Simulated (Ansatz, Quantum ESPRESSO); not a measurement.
# BaTiO3 (Barioperovskite): modes at Γ and the response to a field, part 4 of 5

Which modes does BaTiO3 (Barioperovskite) have at the zone centre?

Quantum ESPRESSO 7.5; DFT LDA, scalar-relativistic, plane waves, PseudoDojo norm-conserving pseudopotentials.

So far, highest mode moved by the LO-TO term (cm⁻¹): step 9 (the LO-TO splitting (1 0 0)) 687; step 10 (q direction 0×0×1) 700; step 11 (q direction 1×1×1) 698.

### 12. Cross-check with Ansatz

The same cell goes through another code at the same cutoff. The files are of one family, but Ansatz's library holds files of its own making for some heavy elements, so those for Ba may differ. Its k mesh is centred on Γ.

This step: DFT LDA, scalar-relativistic, plane waves, norm-conserving pseudopotentials of its library (PseudoDojo's, some remade) (Ansatz 0.2.0).

input.yaml

```yaml
crystal:
  lattice:
    - [3.926449056, 0.0, 0.0]
    - [0.0, 2.796404123, 2.801381932]
    - [0.0, -2.796404123, 2.801381932]
  atoms:
    - { symbol: Ba, position: [0.0, 0.0048684335, 0.0048684335] }
    - { symbol: Ti, position: [0.5, 0.5151837568, 0.5151837568] }
    - { symbol: O, position: [0.0, 0.4935175248, 0.4935175248] }
    - { symbol: O, position: [0.5, 0.4946415816, 0.9886687033] }
    - { symbol: O, position: [0.5, 0.9886687033, 0.4946415816] }
kpoints:
  mp_grid: { grid: [6, 6, 6] }
hamiltonian:
  xc: lda
  pseudopotentials: { kind: nc, accuracy: standard }
scf:
  occupations: { method: fixed }
output:
  eigenvalues: true
basis:
  ecutwfc: 1142.878
phonons:
  method: dfpt
  dielectric: true
  rigid_motions: translations
```

Launch:

```bash
$ ansatz run input.yaml --threads 4 --pin off --max-ram 16384MiB --backend cpu --events-out ev --progress --plain --runs-dir out
```

What it wrote:

```text
Warning: basis.ecutwfc = 1142.878 eV is below the records' recommended 1142.878222 eV, and the density's cutoff is lower with it unless basis.ecutrho_ratio is high enough to keep the records' density cutoff: compare with a run at a higher cutoff
Engine: ansatz 0.2.0, aarch64-unknown-linux-gnu
Pseudopotentials: kind: nc
Pseudopotential: Ba, nc, valence charge 10, recommended cutoff 770 eV (normal), Ba.nc.azcp (PseudoDojo's, or run here from an input of PseudoDojo's; its table is named by hamiltonian.pseudopotentials.accuracy)
Pseudopotential: Ti, nc, valence charge 12, recommended cutoff 1142.878222 eV (normal), Ti.nc.azcp (PseudoDojo's, or run here from an input of PseudoDojo's; its table is named by hamiltonian.pseudopotentials.accuracy)
Pseudopotential: O, nc, valence charge 6, recommended cutoff 1142.878222 eV (normal), O.nc.azcp (PseudoDojo's, or run here from an input of PseudoDojo's; its table is named by hamiltonian.pseudopotentials.accuracy)
Functional definition: SPW92
  exchange = slater_x
  correlation = pw_c
Crystal: 5 atoms, lattice volume = 61.518 Å³
Basis set: ecut = 1142.878 eV, 5425 PW (Γ), exchange–correlation on 90×90×90 points (8 copies of the dense FFT grid, shifted against one another)
Bands: 25, of which v1, the nominal top of the filled ones, is band 20 counted from 1 (19 counted from 0)
Symmetry: 4 space group operations
k-points: 112 of 216 (irreducible under 1 space group operation, time reversal used)
Non-local potential: Ba, projectors of the file, l = 0: 2, l = 1: 2, l = 2: 2, l = 3: 2
Non-local potential: Ti, projectors of the file, l = 0: 2, l = 1: 2, l = 2: 2
Non-local potential: O, projectors of the file, l = 0: 2, l = 1: 2, l = 2: 1
Initial density: superposition of atomic densities (chi_scale 0.1, normalization cell, long waves kept (reshape's long-wave potential 0.00 eV rms))
Initial wavefunctions: pseudopotential atomic-orbital guess
Functional: x = slater, c = lda
SCF iter   1: F=—  HF=-3737.049330 eV  |F-HF|=—  |Δ(HF+E_count)|=         —  Δρ=5.08e-2  dr2=1.63e0  ethr=3.10e-3  ⟨swp⟩=6.4  Hψ=11815  notcnv=0  defer=248
preconditioner: auto → Resta (q_TF=auto, 2.539 Å⁻¹)  ε∞=5.3  [insulator: Δε(μ)=2.508 eV  Ē_g=12.962 eV  n_scr=18 (ndim 8)  ℏωp=26.8 eV  f_vac=0.000  ε∞_Penn≈5.3]
SCF iter   2: F=—  HF=-3736.611458 eV  |F-HF|=—  |Δ(HF+E_count)|=   4.38e-1  Δρ=2.65e-2  dr2=4.30e-1  ethr=3.10e-3  ⟨swp⟩=3.5  Hψ=4436  notcnv=0  defer=267
SCF iter   3: F=—  HF=-3736.474966 eV  |F-HF|=—  |Δ(HF+E_count)|=   1.36e-1  Δρ=1.31e-2  dr2=1.05e-1  ethr=1.08e-3  ⟨swp⟩=2.7  Hψ=4892  notcnv=0  defer=293
SCF iter   4: F=—  HF=-3736.457108 eV  |F-HF|=—  |Δ(HF+E_count)|=   1.79e-2  Δρ=5.54e-3  dr2=1.79e-2  ethr=2.61e-4  ⟨swp⟩=3.5  Hψ=5573  notcnv=0  defer=332
SCF iter   5: F=—  HF=-3736.454095 eV  |F-HF|=—  |Δ(HF+E_count)|=   3.01e-3  Δρ=1.27e-3  dr2=8.40e-4  ethr=4.47e-5  ⟨swp⟩=2.8  Hψ=4268  notcnv=0  defer=334
SCF iter   6: F=—  HF=-3736.454057 eV  |F-HF|=—  |Δ(HF+E_count)|=   3.77e-5  Δρ=2.50e-4  dr2=2.65e-5  ethr=2.10e-6  ⟨swp⟩=2.9  Hψ=4977  notcnv=0  defer=336
SCF iter   7: F=—  HF=-3736.454058 eV  |F-HF|=—  |Δ(HF+E_count)|=   7.37e-7  Δρ=1.13e-4  dr2=5.43e-6  ethr=6.62e-8  ⟨swp⟩=2.1  Hψ=4355  notcnv=0  defer=317
SCF iter   8: F=—  HF=-3736.454058 eV  |F-HF|=—  |Δ(HF+E_count)|=   8.72e-8  Δρ=2.88e-5  dr2=2.15e-7  ethr=1.36e-8  ⟨swp⟩=2.0  Hψ=4361  notcnv=0  defer=272
SCF iter   9: F=—  HF=-3736.454001 eV  |F-HF|=—  |Δ(HF+E_count)|=   5.73e-5  Δρ=6.42e-6  dr2=2.47e-8  ethr=5.37e-10  ⟨swp⟩=2.7  Hψ=5178  notcnv=0  defer=230
SCF iter  10: F=—  HF=-3736.454000 eV  |F-HF|=—  |Δ(HF+E_count)|=   3.94e-9  Δρ=1.06e-6  dr2=5.86e-10  ethr=6.18e-11  ⟨swp⟩=2.6  Hψ=4630  notcnv=0  defer=230
SCF iter  11: F=-3736.454000 eV  HF=-3736.454000 eV  |F-HF|=2.86e-11  |Δ(HF+E_count)|=  2.86e-11  Δρ=3.89e-7  dr2=4.94e-11  ethr=1.00e-12  ⟨swp⟩=20.7  Hψ=27785  notcnv=0
SCF 1 converged in 11 iterations: F = -3736.454000 eV  dr2 = 4.94e-11
NSCF: frozen V_eff on 2 k-points
DFPT response loops at Γ: preconditioner auto → none (the input reference at scf.mixing.eps_inf says where Resta's filter doesn't serve); β = 0.50; Broyden in place of MSR1
── the response to a field inside a basis, on 8×8×8 k-points: an SCF that follows is theirs, and a resumed run solves both again ──
Bands: 21, of which v1, the nominal top of the filled ones, is band 20 counted from 1 (19 counted from 0)
k-points: 80 of 512 (time reversal used)
Initial density: handed on by an earlier stage of this run
Initial wavefunctions: pseudopotential atomic-orbital guess (no wavefunctions were taken with the density)
Eigensolver: Dense (80 Hₖ)
SCF iter   1: F=—  HF=-3736.441156 eV  |F-HF|=—  |Δ(HF+E_count)|=         —  Δρ=1.95e-4  dr2=2.19e-6  ethr=1.00e-1
preconditioner: auto → Resta (q_TF=auto, 2.539 Å⁻¹)  ε∞=7.2  [insulator: Δε(μ)=2.253 eV  Ē_g=10.759 eV  n_scr=18 (ndim 8)  ℏωp=26.8 eV  f_vac=0.000  ε∞_Penn≈7.2]
SCF iter   2: F=—  HF=-3736.441158 eV  |F-HF|=—  |Δ(HF+E_count)|=   2.18e-6  Δρ=1.03e-4  dr2=6.35e-7  ethr=5.49e-9
SCF iter   3: F=—  HF=-3736.441159 eV  |F-HF|=—  |Δ(HF+E_count)|=   9.43e-7  Δρ=3.07e-5  dr2=4.64e-7  ethr=1.59e-9
SCF iter   4: F=-3736.441159 eV  HF=-3736.441159 eV  |F-HF|=6.43e-10  |Δ(HF+E_count)|=   6.63e-8  Δρ=3.16e-6  dr2=3.26e-9  ethr=1.16e-9
SCF 1 converged in 4 iterations: F = -3736.441159 eV  dr2 = 3.26e-9
DFPT response loops at Γ: mixed as the last ones told, above
SCF converged after 11 iterations
Free energy (F): -3736.454000 eV
Harris-Foulkes:  -3736.454000 eV  (|F-HF|=2.86e-11)
Internal energy: -3736.454000 eV  (E = F + TS)
E sigma→0 (E₀):  -3736.454000 eV
Fermi energy:    10.564385 eV
--- Per-component energies (eV) ---
  E_band       = -123.045607
  E_kinetic    = 1711.393875
  E_local      = -2539.967196  (includes V_loc(G=0)·N_el)
  E_nonlocal   = -91.946218
  E_hartree    = 794.118293
  E_xc         = -754.185384
  E_vxc        = -790.762477  (∫ρ·V_xc dr)
  E_ewald      = -2855.867371
  E_smearing   = -0.000000  (= −TS)
  E_closure    = 0.000000  (closes the sum)
  Σ components = -3736.454000   (vs F -3736.454000, Δ=0.00e0)
--- Band table (eV; the first three rows and the last of 112) ---
  k-point 0: bands = [... 16 lower, 9.3492, 10.2873, 10.2948, 10.3670, 12.6113, 12.7386, 12.7990, 15.1381, ... 1 higher]
  k-point 1: bands = [... 16 lower, 9.1470, 9.7736, 10.1345, 10.2220, 12.6990, 13.1796, 13.2044, 15.1474, ... 1 higher]
  k-point 2: bands = [... 16 lower, 8.7759, 9.0107, 9.8741, 9.9646, 12.7695, 14.0300, 14.0328, 15.1453, ... 1 higher]
  k-point 111: bands = [... 16 lower, 8.2647, 10.4782, 10.5544, 10.5644, 15.1115, 15.1325, 15.1870, 17.4450, ... 1 higher]
--- Phonons (Γ-DFPT): 12 representative perturbations + reference, on 112 of 216 k-points (Σ response iterations 42) ---
  k mesh reduced under 1 symmetry operation, with k and −k counted as one. Each operation leaves every solved perturbation unchanged. A smaller set is not considered because the run solves the response to a homogeneous field
  ASR residual: 3.791e-4 → 0.000e0 eV/Å²; symmetrization residual: 3.827e-6 eV/Å²
  ASR residual per site (eV/Å²): 4.44e-5 3.79e-4 1.08e-4 7.09e-5 7.09e-5
  Γ frequencies (cm⁻¹): -70.71 0.00 0.00 0.00 168.65 174.67 177.82 200.13 238.87 283.41 289.11 296.02 480.33 484.17 509.61
  ε∞ (high-frequency dielectric tensor):
        6.436842    -0.000000    -0.000000
       -0.000000     6.247161    -0.000000
       -0.000000    -0.000000     5.983860
  softest optical mode at Γ: -70.71 cm⁻¹; the repairs (sum rule, projections) moved no ω² at Γ by more than (1.77 cm⁻¹)²
  Born effective charges Z* (e; rows j = field, columns β = displacement):
    site 0:
         2.76945   -0.00000   -0.00000
        -0.00000    2.81717   -0.00000
        -0.00000   -0.00000    2.79339
    site 1:
         7.06087    0.00000   -0.00000
         0.00000    6.74545   -0.00000
        -0.00000   -0.00000    6.22315
    site 2:
        -5.59781    0.00000    0.00000
         0.00000   -2.06456   -0.00000
         0.00000   -0.00000   -2.07573
    site 3:
        -2.11626    0.00000    0.00000
         0.00000   -3.74903    1.62552
         0.00000    1.51012   -3.47041
    site 4:
        -2.11626   -0.00000   -0.00000
        -0.00000   -3.74903   -1.62552
        -0.00000   -1.51012   -3.47041
  Z* charge neutrality: 1.381e-3 e pre-enforcement
  solved inside a basis spanned on kpoints, on 8×8×8 k-points, its susceptibility summed on 10×10×10: ε∞ is read to err by 2.2e-2, Z* by 3.7e-2 e (field_mesh: kpoints solves on kpoints); Z* is corrected for what the basis lacks
  optical modes at Γ without the LO–TO term, one row a degenerate level:
      ω (cm⁻¹)  modes    IR ((D/Å)²/amu)
        -70.71      1            77.2621
        168.65      1            27.7897
        174.67      1             8.4709
        177.82      1             1.4905
        200.13      1            42.2182
        238.87      1            50.2405
        283.41      1             0.1054
        289.11      1             0.0000
        296.02      1             0.0536
        480.33      1             4.6678
        484.17      1             7.4531
        509.61      1             8.7363
  optical modes at Γ + LO–TO along q̂ = [1.0000, 0.0000, 0.0000]:
      ω (cm⁻¹)  modes    IR ((D/Å)²/amu)
        168.65      1            27.7897
        174.67      1             8.4709
        175.65      1             0.0133
        200.13      1            42.2182
        238.87      1            50.2405
        283.41      1             0.1054
        289.11      1             0.0000
        296.02      1             0.0536
        453.90      1             3.6520
        484.17      1             7.4531
[...]
optical modes at Γ + LO–TO along q̂ = [0.0000, 1.0000, 0.0000]:
      ω (cm⁻¹)  modes    IR ((D/Å)²/amu)
[...]
optical modes at Γ + LO–TO along q̂ = [0.0000, 0.0000, 1.0000]:
      ω (cm⁻¹)  modes    IR ((D/Å)²/amu)
        -70.71      1            77.2621
        168.65      1            27.7897
        177.82      1             1.4905
        184.52      1             0.0386
        200.13      1            42.2182
        283.41      1             0.1054
        289.11      1             0.0000
        295.96      1             0.0006
        463.09      1             4.5486
        480.33      1             4.6678
        484.17      1             7.4531
        699.93      1            62.9135
```

Wall time 4.6 min (4 threads of Arm Neoverse V2, shared host); peak memory 3.3 GiB; 18 min of CPU time.

Numbers from this step:

- gap on the k-mesh: 2.047 eV
- sum-rule residual before enforcement: 3.79e-4 eV/Å²
- miss of the charge sum rule: 0.001381 e
- estimated error of the dielectric tensor: 0.02162
- estimated error of the Born charges: 0.03710 e
- highest optical zone-centre mode (no LO-TO term): 509.6 cm⁻¹
- lowest optical zone-centre mode: -70.71 cm⁻¹
- mean high-frequency dielectric constant: 6.223
- largest Born charge in size (third of the trace): 6.676 e
- highest mode moved by the LO-TO term: 705.2 cm⁻¹

Transverse modes; imaginary modes left out. Infrared lines, with heights relative to the strongest:

```
position (cm⁻¹)  label  IR intensity ((D/Å)²/amu), degenerate modes summed, relative
            169     B2                                                            55
            175     A1                                                            17
            178     B1                                                           3.0
            200     B2                                                            84
            239     A1                                                           100
            283     B2                                                           0.2
            289     A2                                                           0.0
            296     A1                                                           0.1
            480     B1                                                           9.3
            484     B2                                                            15
            510     A1                                                            17
```

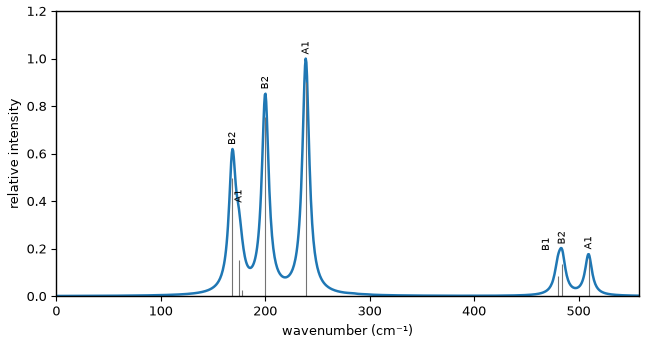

The infrared spectrum, broadened with Lorentzians of width 8 cm⁻¹; bars mark the lines.

### 13. Side by side: QE PseudoDojo and Ansatz, library NC

Worked out from the results:

| Quantity | Value |
| --- | --- |
| root-mean-square difference | 3.72 cm⁻¹ |
| largest difference | 6.08 cm⁻¹ |

The 12 of 12 modes that differ most. Frequencies side by side:

```
q (reciprocal lattice)  mode  QE PseudoDojo (cm⁻¹)  Ansatz, library NC (cm⁻¹)
                 0 0 0     1                   -71                     -70.71
                 0 0 0     5                 174.7                      168.7
                 0 0 0     6                 180.2                      174.7
                 0 0 0     7                 182.4                      177.8
                 0 0 0     8                 200.1                      200.1
                 0 0 0     9                 239.5                      238.9
                 0 0 0    10                 288.3                      283.4
                 0 0 0    11                 294.1                      289.1
                 0 0 0    12                 300.8                        296
                 0 0 0    13                 481.8                      480.3
                 0 0 0    14                 485.5                      484.2
                 0 0 0    15                 510.6                      509.6
```

The two runs side by side. Further quantities:

```
                                                                               quantity  QE PseudoDojo  Ansatz, library NC
                                                                                mean ε∞          6.204               6.223
largest Born charge in size (e; the first before, the second after the charge sum rule)          6.677               6.676
                                                       summed IR intensity ((D/Å)²/amu)          228.3               228.5
```

At the zone centre the largest difference (acoustic modes at Γ apart) is 1 % of the highest mode, but 3 % of the mode at 175 cm⁻¹ on which it sits.

(Continued in part 5 of 5.)

[Host names and launcher messages were left out of these logs when they were recorded.]

[Logs are printed without paths, hosts, clocks, repeated set-up lines and the standing remarks that a program may print on its own settings, such as how far it seeks lower states.]

[Hosts, paths, dates, database ids (printed as entryN), source tags and the programs' standing remarks are cut or masked in the printed files.]
